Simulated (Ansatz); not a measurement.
We consider fluorite CdF₂, described by BLYP in Ansatz (PAW).

Settings: plane-wave cutoff 520 eV, 12×12×12 k mesh, Fermi–Dirac smearing 0.01 eV, scalar-relativistic PAW data made under PBE.

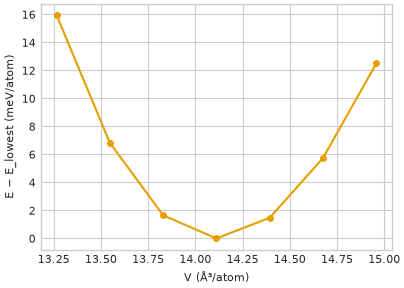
Figure. Total energy against volume

Q: From the curve, estimate the equilibrium volume and the bulk modulus.

A: V0 ≈ 14.1 Å³/atom and B0 ≈ 89 GPa; the fit gives V0 = 14.114 Å³/atom, B0 = 88.8 GPa, B′ = 4.8.

Cost on a shared machine: roughly 50 core-seconds.

Ansatz is a program for electronic structure.
